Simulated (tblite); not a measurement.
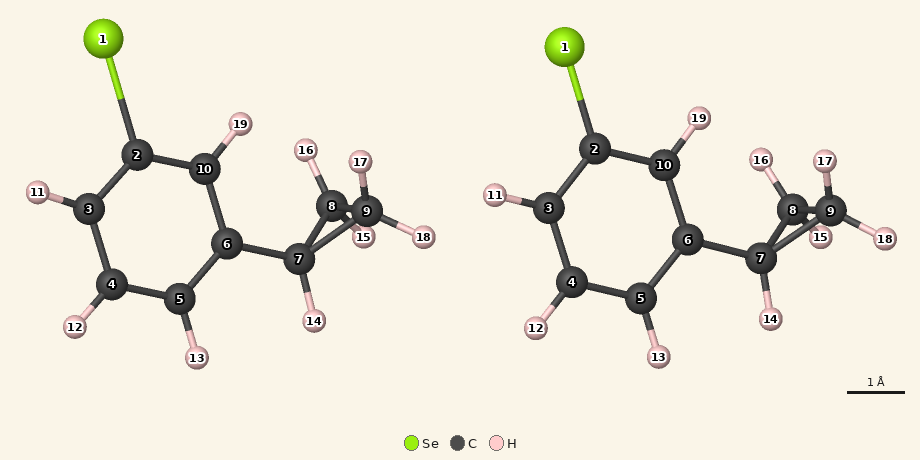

Two geometries of C9H9Se (charge −1), drawn at one scale. One is the start of a relaxation, the other its converged end. A ball-and-stick model, seen at a tilt.

These are results of GFN2-xTB geometry optimisation, gas phase in tblite 0.8.0, not measurements. 

Which one is relaxed?

The right one is the relaxed one. After 59 geometry steps the energy has fallen by 0.719 eV. The atom that moves furthest after the best rigid fit is H16 (0.19 Å). Largest moves by element: H 0.19 Å, Se 0.15 Å, C 0.12 Å. Near-neighbour distances that change, for instance: Se1–C2 2.144 → 1.882 Å, C8–H15 1.134 → 1.082 Å, C7–H14 1.125 → 1.086 Å, C8–C9 1.523 → 1.494 Å. Bond angles that change, for instance: C3–C2–C10 125.7° → 119.2°, C7–C8–H15 112.4° → 118.4°, C5–C6–C7 124.5° → 119.2°.
